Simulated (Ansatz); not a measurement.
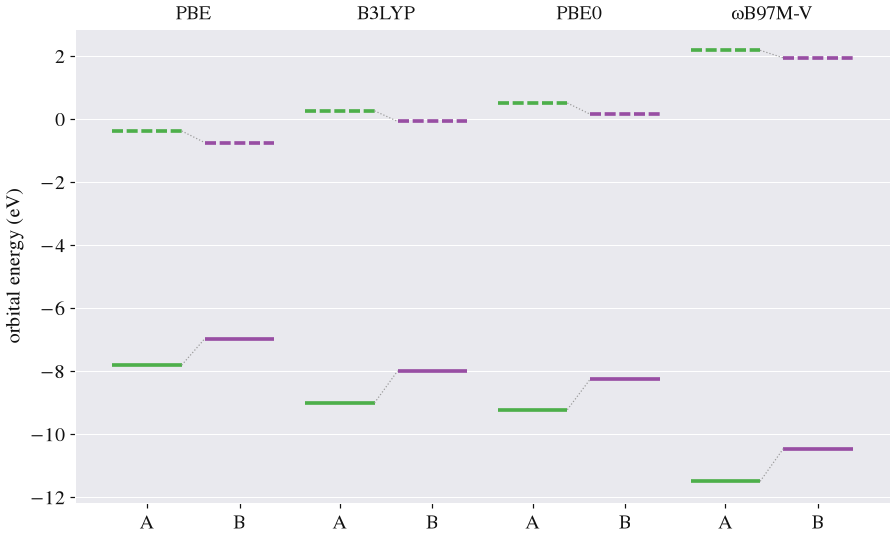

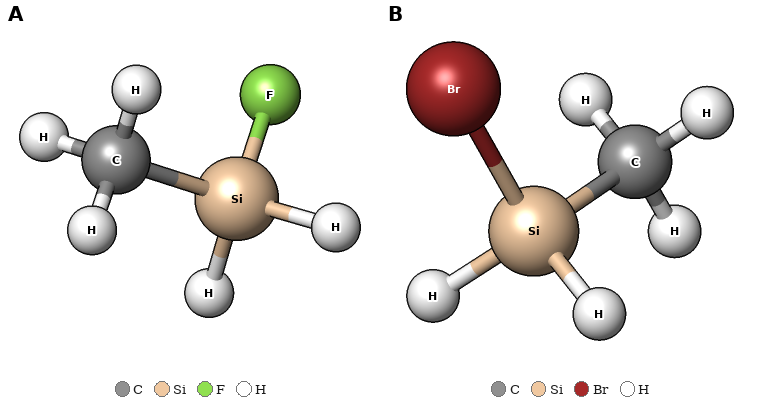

One change: A, CH₅FSi (SMILES C[SiH2]F), becomes B, CH₅BrSi (SMILES C[SiH2]Br). F on Si is replaced by Br. HOMO (solid) and LUMO (dashed) computed in def2-TZVPP at PBE0-D4/def2-TZVP geometries, both minima by their frequencies, gas phase, the Ansatz code 0.2.0. Empty levels above zero depend strongly on the basis.

What does the change do to HOMO and LUMO?

Answer. PBE: the HOMO rises by 0.84 eV, the LUMO falls by 0.37 eV, and the separation goes from 7.43 to 6.22 eV. B3LYP: the HOMO rises by 1.02 eV, the LUMO falls by 0.34 eV, and the separation goes from 9.27 to 7.92 eV. PBE0: the HOMO rises by 0.98 eV, the LUMO falls by 0.36 eV, and the separation goes from 9.73 to 8.39 eV. ωB97M-V: the HOMO rises by 1.03 eV, the LUMO falls by 0.24 eV, and the separation goes from 13.68 to 12.40 eV.

Do the functionals agree on the effect?

Answer. They agree on the direction for both levels; the HOMO shift lies between 0.84 and 1.03 eV and the LUMO shift between −0.37 and −0.24 eV, while the separations themselves differ by up to 6.2 eV between functionals.
